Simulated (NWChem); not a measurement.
**BH3O (SMILES BO) at 5 levels**

We compute a comparison of 5 runs (HF/3-21G, HF/def2-SVP, B3LYP/6-31G*, PBE0/def2-SVP) of BH3O. 

The calculation is run with NWChem 7.3.0.

## (1) The structure to begin with

The species is BH3O (5 atoms), meant as a singlet with charge 0. SMILES: `BO`. Geometry: relaxed at PBE0-D4/def2-TZVP.

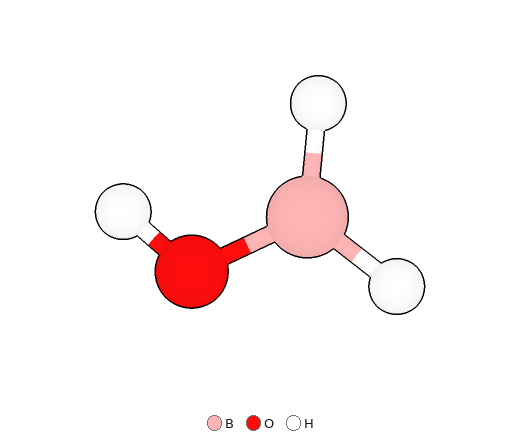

The structure, seen from a chosen angle (boron pink, oxygen red, hydrogen white).

## (2) Energy and forces at HF/3-21G (run 1)

run.py

```python
from ase import Atoms
from ase.calculators.nwchem import NWChem

system = Atoms(['B', 'O', 'H', 'H', 'H'], positions=[
    [-0.226600, -0.352800, 0.074700],
    [0.413500, 0.801800, 0.345900],
    [-0.820300, -0.865500, 0.977800],
    [-0.190600, -0.828900, -1.028100],
    [0.874000, 1.171800, -0.411700],
])

calc = NWChem(
    label='bh3o',
    theory='scf',
    memory='2200 mb',
    basis='3-21G',
    basispar='spherical bse',
    scf={'nopen': '0', 'rhf': None, 'thresh': '1e-08', 'maxiter': '80'},
)
system.calc = calc

forces = system.get_forces()
print(f"energy = {system.get_potential_energy():.6f} eV")
print("forces (eV/A):")
for s, f in zip(system.symbols, forces):
    print(f"{s:2s} {f[0]:10.5f} {f[1]:10.5f} {f[2]:10.5f}")
print("dipole (e A):", system.get_dipole_moment().round(4))
```

Command:

```
export ASE_NWCHEM_COMMAND="nwchem PREFIX.nwi > PREFIX.nwo"
python run.py
```

Log:

```text
energy = -2741.822233 eV
forces (eV/A):
B    -0.91156   -1.39215    0.14105
O     0.49715    0.72587   -0.14496
H     0.14393    0.09225   -0.28694
H    -0.04947    0.02828    0.21978
H     0.31995    0.54574    0.07112
dipole (e A): [ 0.1631  0.0867 -0.3603]
```

The calculator wrote bh3o.nwi:

```
title "bh3o"

permanent_dir bh3o

scratch_dir bh3o

start bh3o

geometry units angstrom nocenter noautosym noautoz
  B  -2.2660000000000000e-01 -3.5280000000000000e-01 7.4700000000000003e-02
  O  4.1349999999999998e-01 8.0179999999999996e-01 3.4589999999999999e-01
  H  -8.2030000000000003e-01 -8.6550000000000005e-01 9.7780000000000000e-01
  H  -1.9059999999999999e-01 -8.2889999999999997e-01 -1.0281000000000000e+00
  H  8.7400000000000000e-01 1.1718000000000000e+00 -4.1170000000000001e-01
end

memory 2200 mb

basis spherical bse noprint
   * library 3-21G
end

scf
  nopen 0
  rhf
  thresh 1e-08
  maxiter 80
end

task scf gradient
```

bh3o.nwo:

```text
Northwest Computational Chemistry Package (NWChem) 7.3.0
             --------------------------------------------------------

           Job information
           ---------------

    nwchem branch   = 7.3.0
    use scalapack   = T
    input           = bh3o.nwi
    prefix          = bh3o.
    data base       = bh3o/bh3o.db
    status          = startup
    nproc           =        1

           Memory information
           ------------------

[... 5 lines left out ...]
    hardfail = no
[... 124 lines left out ...]
         Quadratically convergent ROHF
[... 14 lines left out ...]
       Final RHF  results
[... 4 lines left out ...]
      Two-electron energy =     66.299583982800
[... 27 lines left out ...]
                       ROHF Final Molecular Orbital Analysis
[... 190 lines left out ...]
                 ----------------------------------------
                 |  Time  |  1-e(secs)   |  2-e(secs)   |
                 ----------------------------------------
                 |  CPU   |       0.00   |       0.10   |
                 ----------------------------------------
                 |  WALL  |       0.00   |       0.10   |
                 ----------------------------------------

 Task  times  cpu:        0.4s     wall:        0.4s
 Total times  cpu:        0.5s     wall:        0.5s
```

Run time: 2 s. Hardware: 1 thread of Intel Xeon Platinum 8488C (Sapphire Rapids), shared host; peak memory 0.099 GiB.

## (3) Energy and forces at HF/def2-SVP (run 2)

bh3o.xyz

```xyz
5
BH3O gradient
B     -0.226600    -0.352800     0.074700
O      0.413500     0.801800     0.345900
H     -0.820300    -0.865500     0.977800
H     -0.190600    -0.828900    -1.028100
H      0.874000     1.171800    -0.411700
```

run.py

```python
from ase.io import read
from ase.calculators.nwchem import NWChem

atoms = read('bh3o.xyz')

calc = NWChem(
    label='bh3o',
    theory='scf',
    memory='2200 mb',
    basis='def2-SVP',
    basispar='spherical bse',
    scf={'nopen': '0', 'rhf': None, 'thresh': '1e-08', 'maxiter': '80', 'print': 'low'},
)
atoms.calc = calc

forces = atoms.get_forces()
e = atoms.get_potential_energy()
print(f"E = {e:.6f} eV")
print("forces (eV/A):")
for s, f in zip(atoms.symbols, forces):
    print(f"{s:2s} {f[0]:10.5f} {f[1]:10.5f} {f[2]:10.5f}")
```

Command:

```
export ASE_NWCHEM_COMMAND="nwchem PREFIX.nwi > PREFIX.nwo"
python run.py
```

Log:

```text
E = -2755.147652 eV
forces (eV/A):
B     0.17463    0.37605    0.20564
O     0.31964    0.05749   -0.94030
H    -0.05271   -0.08572   -0.00458
H    -0.01466   -0.04448   -0.04551
H    -0.42691   -0.30334    0.78475
```

The calculator wrote bh3o.nwi:

```
title "bh3o"

permanent_dir bh3o

scratch_dir bh3o

start bh3o

geometry units angstrom nocenter noautosym noautoz
  B  -2.2660000000000000e-01 -3.5280000000000000e-01 7.4700000000000003e-02
  O  4.1349999999999998e-01 8.0179999999999996e-01 3.4589999999999999e-01
  H  -8.2030000000000003e-01 -8.6550000000000005e-01 9.7780000000000000e-01
  H  -1.9059999999999999e-01 -8.2889999999999997e-01 -1.0281000000000000e+00
  H  8.7400000000000000e-01 1.1718000000000000e+00 -4.1170000000000001e-01
end

memory 2200 mb

basis spherical bse noprint
   * library def2-SVP
end

scf
  nopen 0
  rhf
  thresh 1e-08
  maxiter 80
  print low
end

task scf gradient
```

bh3o.nwo:

```text
Northwest Computational Chemistry Package (NWChem) 7.3.0
             --------------------------------------------------------

           Job information
           ---------------

    nwchem branch   = 7.3.0
    use scalapack   = T
    input           = bh3o.nwi
    prefix          = bh3o.
    data base       = bh3o/bh3o.db
    status          = startup
    nproc           =        1

           Memory information
           ------------------

[... 5 lines left out ...]
    hardfail = no
[... 101 lines left out ...]
       Final RHF  results
[... 3 lines left out ...]
      One-electron energy =   -198.178646824061
[... 1 line left out ...]
 Nuclear repulsion energy =     30.404690156908
[... 6 lines left out ...]
                         RHF ENERGY GRADIENTS

    atom               coordinates                        gradient
                 x          y          z           x          y          z
   1 B      -0.428212  -0.666695   0.141163   -0.003396  -0.007313  -0.003999
   2 O       0.781402   1.515182   0.653656   -0.006216  -0.001118   0.018286
   3 H      -1.550142  -1.635558   1.847774    0.001025   0.001667   0.000089
   4 H      -0.360182  -1.566394  -1.942827    0.000285   0.000865   0.000885
   5 H       1.651621   2.214381  -0.778000    0.008302   0.005899  -0.015261

 Task  times  cpu:        1.4s     wall:        1.4s
 Total times  cpu:        1.5s     wall:        1.5s
```

Run time: 3 s. Hardware: 1 thread of Intel Xeon Platinum 8488C (Sapphire Rapids), shared host; peak memory 0.1 GiB.

Runs 3 to 4 aren't shown in full; the table further down has their settings and results.

## (4) Energy and gradient at PBE0/def2-SVP (run 5)

bh3o.nw

```
start bh3o
title "BH3O gradient"
memory stack 880 mb heap 220 mb global 1100 mb
charge 0

geometry units angstroms noautosym nocenter noautoz
  B       -0.226600      -0.352800       0.074700
  O        0.413500       0.801800       0.345900
  H       -0.820300      -0.865500       0.977800
  H       -0.190600      -0.828900      -1.028100
  H        0.874000       1.171800      -0.411700
end

basis "ao basis" spherical bse
  * library def2-SVP
end

dft
  xc pbe0
  grid xfine
  convergence energy 1e-08
  maxiter 100
  mulliken
end

task dft gradient
```

Command:

```
nwchem bh3o.nw > bh3o.out
```

Log:

```text
[...]
          Wavefunction type:  closed shell.
          No. of atoms     :     5
          No. of electrons :    16
[...]
          Charge           :     0
          Spin multiplicity:     1
[...]
          AO basis - number of functions:    43
[...]
              XC Information
              --------------
                         PBE0 Method XC Functional
                     Hartree-Fock (Exact) Exchange  0.250
          PerdewBurkeErnzerhof Exchange Functional  0.750
            Perdew 1991 LDA Correlation Functional  1.000 local
           PerdewBurkeErnz. Correlation Functional  1.000 non-local
[...]
 d= 0,ls=0.0,diis     1   -101.6624202178 -1.32D+02  1.96D-02  3.53D-01     1.0
[...]
 d= 0,ls=0.0,diis     8   -101.7066770966 -4.66D-10  2.26D-07  4.98D-11     7.4
         Total DFT energy =     -101.706677096583
      One electron energy =     -198.245215930681
           Coulomb energy =       79.777171700774
    Exchange-Corr. energy =      -13.643323023584
 Nuclear repulsion energy =       30.404690156908
[...]
  wavefunction    = closed shell
                         DFT ENERGY GRADIENTS
    atom               coordinates                        gradient
                 x          y          z           x          y          z
   1 B      -0.428212  -0.666695   0.141163   -0.003826  -0.006355  -0.000578
   2 O       0.781402   1.515182   0.653656    0.002047   0.002236  -0.002108
   3 H      -1.550142  -1.635558   1.847774    0.002737   0.002225  -0.004421
   4 H      -0.360182  -1.566394  -1.942827   -0.000034   0.002467   0.005245
   5 H       1.651621   2.214381  -0.778000   -0.000924  -0.000573   0.001862
[...]
```

Run time: 9.9 s. Hardware: 1 thread of Intel Xeon Platinum 8488C (Sapphire Rapids), shared host; peak memory 0.13 GiB.

## (5) Overview of the runs

```tsv
run	level	iteration cap	module	energy (Eh)	dipole moment (D)	HOMO energy (eV)	LUMO energy (eV)	wall time
1	HF/3-21G	80	scf	-100.760109	1.94	-12.41	3.91	2 s
2	HF/def2-SVP	80	scf	-101.249810	–	–	–	3 s
3	B3LYP/6-31G* (spherical functions)	100	dft	-101.904696	–	–	–	8.7 s
4	B3LYP/6-31G* (Cartesian functions)	100	dft	-101.906513	1.71	-8.42	-0.05	8.7 s
5	PBE0/def2-SVP	100	dft	-101.706677	1.72	-8.73	-0.16	9.9 s
```

## (6) Results

| quantity | value |
| --- | --- |
| run 5: total energy | -101.70668 Eh |
| run 5: dipole moment | 1.72 D |
| run 5: HOMO energy | -8.73 eV |
| run 5: LUMO energy | -0.16 eV |
| run 5: HOMO–LUMO gap | 8.57 eV |
| run 5: largest force on an atom | 0.383 eV/Å |

Over runs 1, 4, 5 the dipole moment (its size) runs from 1.71 D (B3LYP/6-31G*) to 1.94 D (HF/3-21G). The two ends differ in method and basis. Over runs 1, 4, 5 the HOMO–LUMO gap runs from 8.37 eV (B3LYP/6-31G*) to 16.32 eV (HF/3-21G). Totals of different functionals can't be ranked against each other. All runs together took 32 s, the longest 9.9 s.
